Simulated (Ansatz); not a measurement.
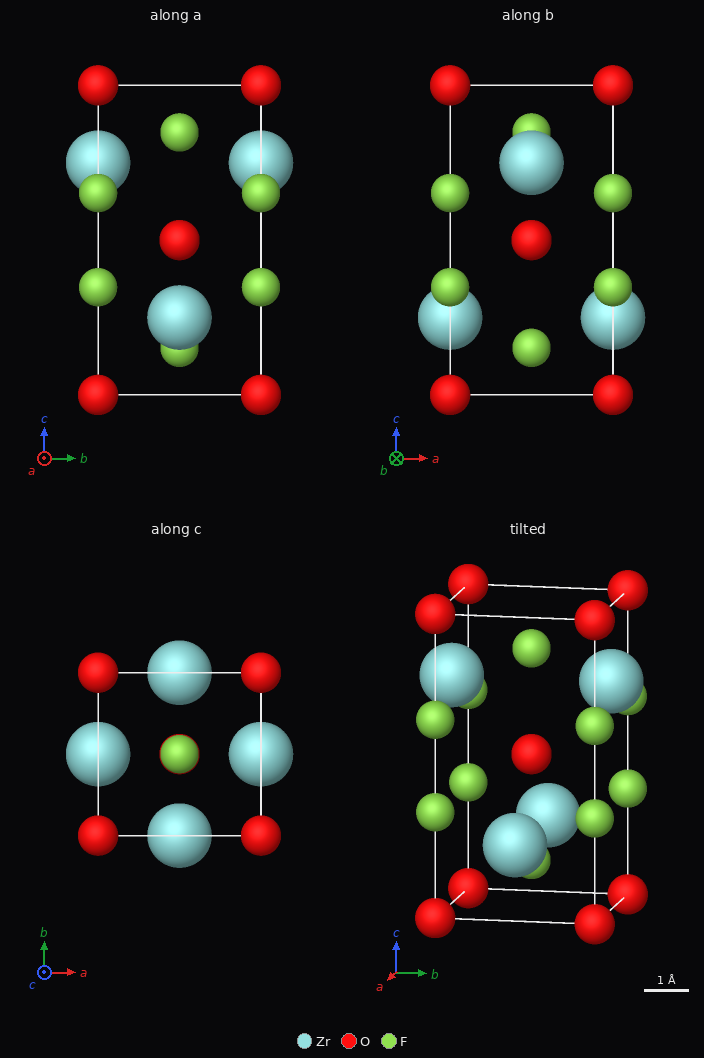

Crystal structure, spheres-only style, seen along the a axis, along the b axis, along the c axis and slightly off an axis. One conventional unit cell is framed, with atoms on its boundary repeated.

Lattice parameters: a = 3.751 Å, b = 3.751 Å, c = 7.129 Å, α = 90.00°, β = 90.00°, γ = 90.00°.

Q: Write the structure as a table of Wyckoff sites, with free fractional coordinates to two decimals.

A: Space group I-4m2 (No. 119).
| atom | site | x | y | z |
| --- | --- | --- | --- | --- |
| Zr | 2c | 0.00 | 0.50 | 0.25 |
| O | 2a | 0.00 | 0.00 | 0.00 |
| F | 4e | 0.00 | 0.00 | 0.35 |

Provenance: a structure type filled with these elements by a generator (whether the compound takes this form wasn't checked). The structure drawn was relaxed with DFT PBE, scalar-relativistic, plane waves, PAW in Ansatz 0.2.0.
